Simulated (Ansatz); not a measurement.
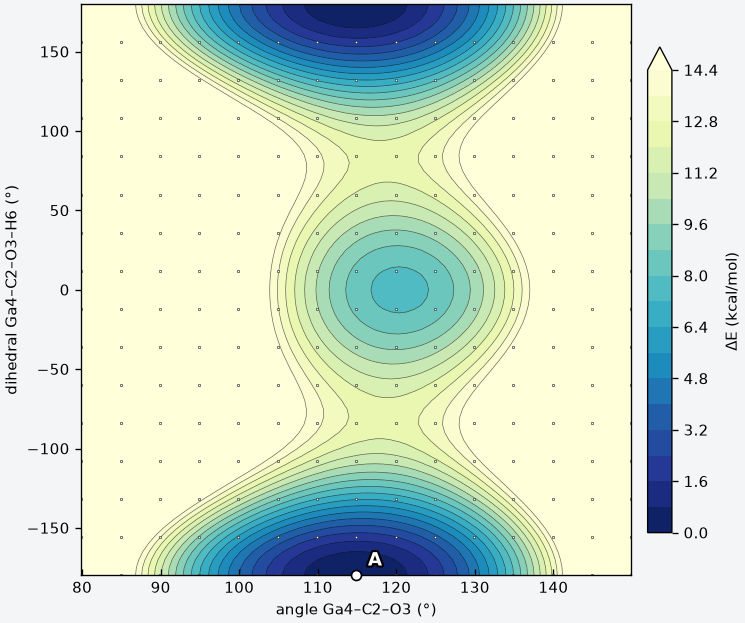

CH₄GaNO, SMILES N=[C](O)[GaH2]. First axis: angle Ga4–C2–O3. Second axis: dihedral Ga4–C2–O3–H6. Nothing is relaxed (all other coordinates rigid). The scan uses a 15 × 15 grid. Points are written as (first, second). Energies: kcal/mol, counted from the lowest grid point. Computed with RHF/def2-TZVP (Ansatz 0.2.0).

The picture shows filled contours, dots at the grid points, one colour for all values above the top of the scale, the well A. Between grid points the surface is interpolated.

Q: Where is the minimum, and how stiff is the well along each coordinate? Take the well at A.

A: The interpolated minimum is at angle Ga4–C2–O3 ≈ 114.9°, dihedral Ga4–C2–O3–H6 ≈ −180°. The curvatures there are about 5.2 eV/rad² and 1 eV/rad², with a cross term of about 0 eV/rad². Round the minimum the two coordinates are nearly uncoupled. (1 eV is 23.1 kcal/mol.)
